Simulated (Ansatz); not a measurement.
BClH₅N

```yaml
atoms:
  - { symbol: B, position_ang: [0.0026, -0.1993, 0.2423] }
  - { symbol: Cl, position_ang: [0.2264, 0.8019, 1.8206] }
  - { symbol: H, position_ang: [0.9270, -0.0624, -0.5045] }
  - { symbol: H, position_ang: [-1.0835, -0.0403, -0.2332] }
  - { symbol: N, position_ang: [0.0552, -1.7508, 0.7633] }
  - { symbol: H, position_ang: [-0.0664, -2.4117, -0.0038] }
  - { symbol: H, position_ang: [0.9472, -1.9458, 1.2171] }
  - { symbol: H, position_ang: [-0.6766, -1.9204, 1.4527] }
```

Theory: Ansatz 0.2.0, RKS B3LYP-D4/def2-mTZVP.

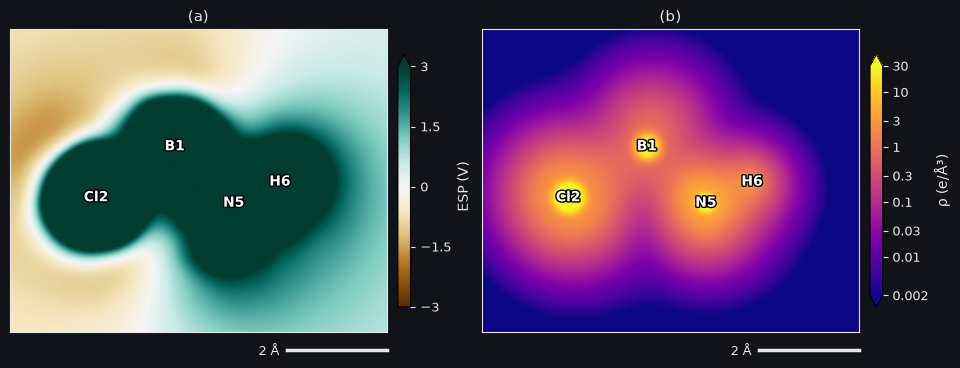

Figure 1. (a) electrostatic potential; (b) total electron density on the plane of atoms Cl2, B1 and N5.

> Describe what can be read from this map.

Atoms in the plane: B, Cl, N and H.
B–N (1.64 Å): ρ at the midpoint is about 1.2 e/Å³.
B–Cl (1.88 Å): ρ at the midpoint is about 1 e/Å³, with its minimum of 0.76 e/Å³ about 0.6 Å from B.
N–H (1.02 Å): ρ at the midpoint is about 2.9 e/Å³.
Outside the dense part of the molecule the potential is most negative (−1.6 V) near Cl2.

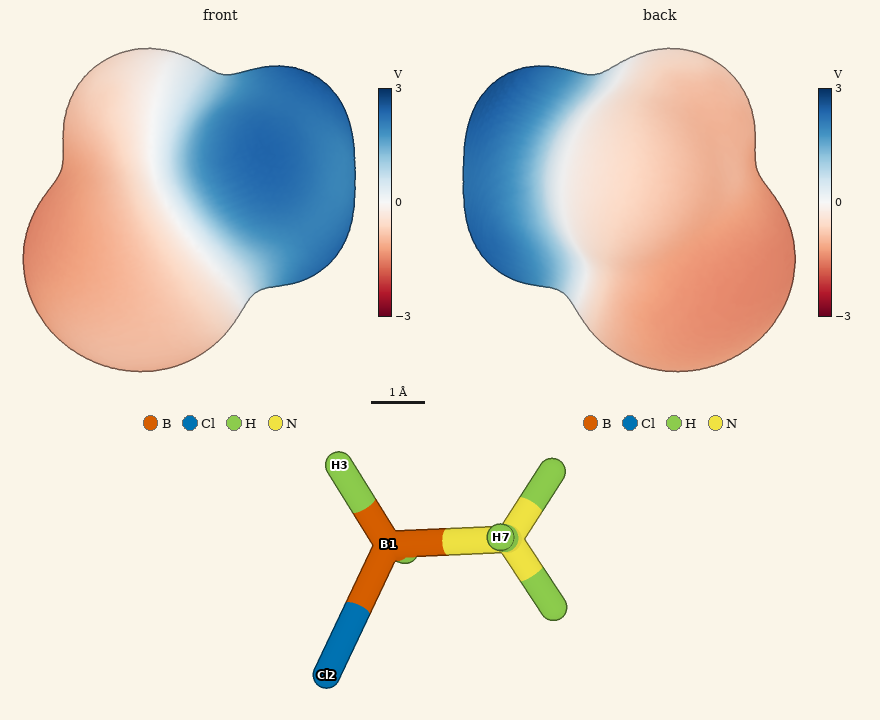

Figure 2. The electrostatic potential painted on the density surface at 0.001 e/bohr³, seen from the front and from behind; the colour scale runs from red (negative) to blue (positive). The bare structure is drawn below in the same view.

> Describe the electrostatic potential map.

The most negative region (about −1.4 V, or −32 kcal/mol for a unit charge) lies over Cl2, the most positive (about +2.6 V, or +60 kcal/mol for a unit charge) over H6.

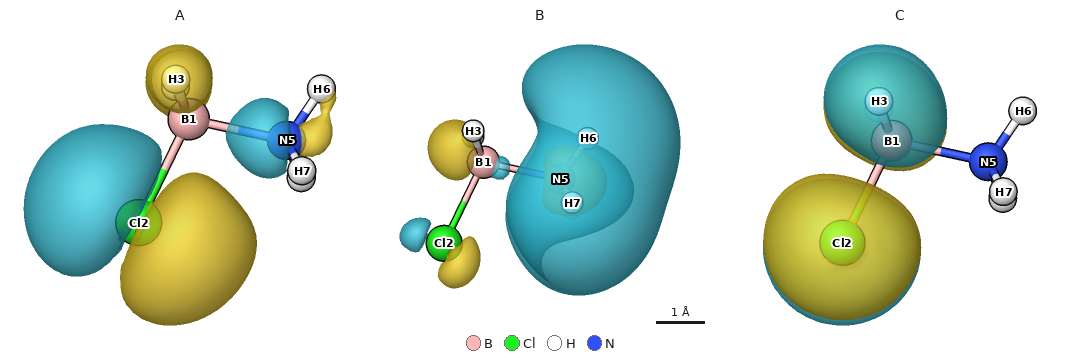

Figure 3. Three frontier orbitals at ±0.08 Å⁻³ᐟ² (yellow and cyan are the two phases), in no order.

> Order the three orbitals by energy and name them.

A is the HOMO−1 (−7.51 eV). Its weight (Hirshfeld) is mainly on Cl2 (about 85 %); largely a lone pair of Cl2. C is the HOMO (−6.98 eV). By Hirshfeld shares it lies mainly on Cl2 (about 70 %), B1 (about 10 %), H3 (about 10 %) and H4 (about 10 %); largely a lone pair of Cl2. B is the LUMO (−0.55 eV). It lies mainly on H6 (about 25 %), H7 (about 20 %), H8 (about 20 %), N5 (about 20 %) and B1 (about 10 %).

> What is the HOMO–LUMO gap?

6.43 eV between the orbital energies.
